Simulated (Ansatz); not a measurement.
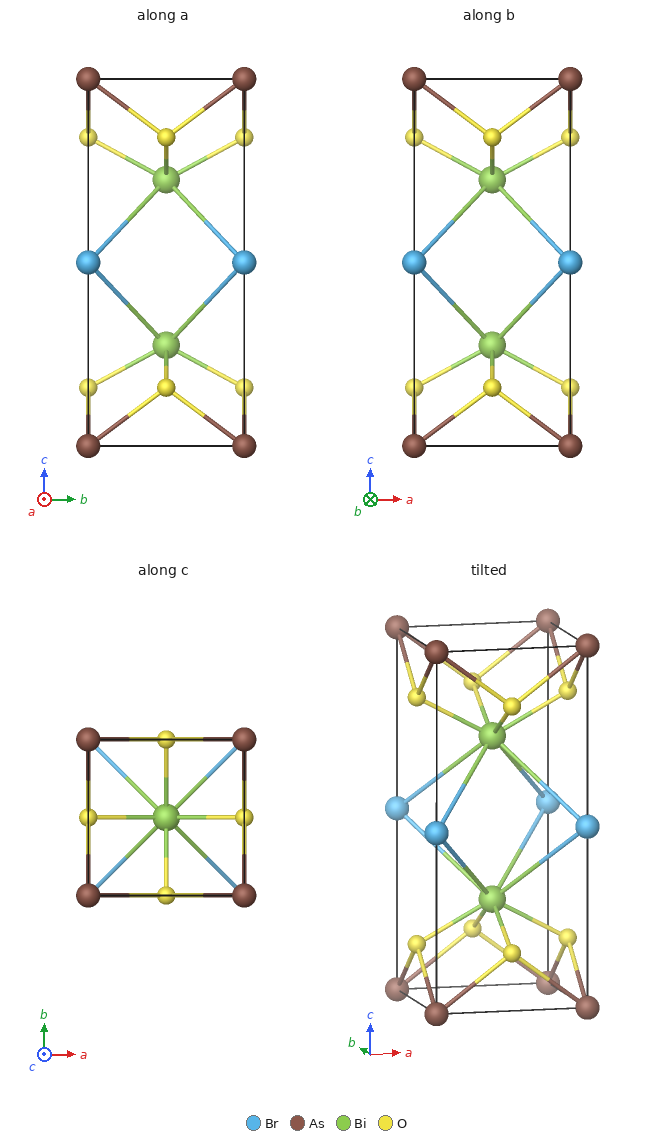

Crystal structure, ball-and-stick style, seen along the a axis, along the b axis, along the c axis and slightly off an axis. The parallelepiped is the conventional unit cell.

Lattice parameters: a = 3.8458 Å, b = 3.8458 Å, c = 9.0467 Å, α = 90.000°, β = 90.000°, γ = 90.000°.

Record the structure as a CIF with its space group and independent sites, with free fractional coordinates to two decimals.

Answer.
```cif
data_structure
_symmetry_space_group_name_H-M 'P 4/m m m'
_symmetry_Int_Tables_number 123
_cell_length_a 3.8458
_cell_length_b 3.8458
_cell_length_c 9.0467
_cell_angle_alpha 90.000
_cell_angle_beta 90.000
_cell_angle_gamma 90.000
_cell_volume 133.80
loop_
_atom_site_label
_atom_site_type_symbol
_atom_site_symmetry_multiplicity
_atom_site_Wyckoff_symbol
_atom_site_fract_x
_atom_site_fract_y
_atom_site_fract_z
_atom_site_occupancy
Br1 Br 1 b 0.00 0.00 0.50 1
As1 As 1 a 0.00 0.00 0.00 1
Bi1 Bi 2 h 0.50 0.50 0.73 1
O1 O 4 i 0.50 0.00 0.84 1
```

Shown is a generated cell, made by putting these elements into a known structure type (the compound may or may not exist in this form), as it stood before any relaxation. Ansatz was used for an electronic-structure calculation on it.

At this level of theory the cell isn't at rest (forces up to 1.3 eV/Å), so its distances can differ from those at equilibrium, the more so the softer the solid.
